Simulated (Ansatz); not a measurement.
# How methods differ on SiH2S (SMILES [SiH]S)

The species is SiH2S (4 atoms), meant as a singlet with charge 0. As SMILES, `[SiH]S`. The coordinates come from a PBE0-D4/def2-TZVP relaxation.

```
atom    x (Å)    y (Å)    z (Å)
  Si  -0.2628  -1.0744   0.1611
   S   0.1905   0.9588  -0.2066
   H   1.0175  -1.1908   0.9814
   H  -0.8897   1.2460  -0.9562
```

Quantity: the electronic atomisation energy, in eV. The values are calculated. Electronic energies at fixed atoms, without zero-point motion or spin-orbit coupling.

```json
{"level": "BLYP/STO-3G", "kind": "GGA", "program": "Ansatz", "value (eV)": "14.46", "less FCI/STO-3G": "+2.59", "CPU time (all runs)": "1.5 s"}
{"level": "wB97M-V/STO-3G", "kind": "range-separated hybrid", "program": "Ansatz", "value (eV)": "14.52", "less FCI/STO-3G": "+2.65", "CPU time (all runs)": "17 s"}
{"level": "B2PLYP/STO-3G", "kind": "double hybrid", "program": "Ansatz", "value (eV)": "13.14", "less FCI/STO-3G": "+1.27", "CPU time (all runs)": "1.7 s"}
{"level": "RPA@PBE/STO-3G", "kind": "RPA", "program": "Ansatz", "value (eV)": "11.45", "less FCI/STO-3G": "-0.42", "CPU time (all runs)": "2.4 s"}
{"level": "MP2/STO-3G", "kind": "perturbation theory", "program": "Ansatz", "value (eV)": "11.31", "less FCI/STO-3G": "-0.56", "CPU time (all runs)": "0.28 s"}
{"level": "BCCD(T)/STO-3G", "kind": "coupled cluster or CI", "program": "Ansatz", "value (eV)": "11.86", "less FCI/STO-3G": "-0.01", "CPU time (all runs)": "0.58 s"}
{"level": "CCSDT/STO-3G", "kind": "coupled cluster or CI", "program": "Ansatz", "value (eV)": "11.87", "less FCI/STO-3G": "0.00", "CPU time (all runs)": "0.93 s"}
{"level": "FCI/STO-3G", "kind": "exact in the basis", "program": "Ansatz", "value (eV)": "11.87", "less FCI/STO-3G": "0.00", "CPU time (all runs)": "0.46 s"}
```

FCI/STO-3G is exact within its basis and frozen core, so for wave-function methods in that basis the difference is their error; functionals converge differently with the basis, so for them it is only a difference. The values span 11.31 to 14.52 eV. All rows use very small basis sets, so even the best lies far from the true value. Times are those of the runs behind each value, whatever else they computed, on shared processors of several kinds: orders of magnitude only.

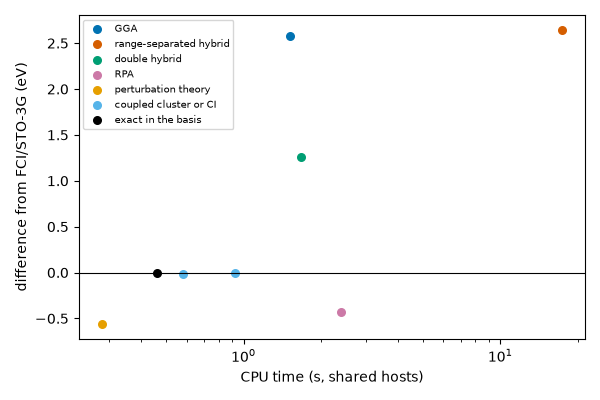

Difference from FCI/STO-3G against processor time, one point a level.
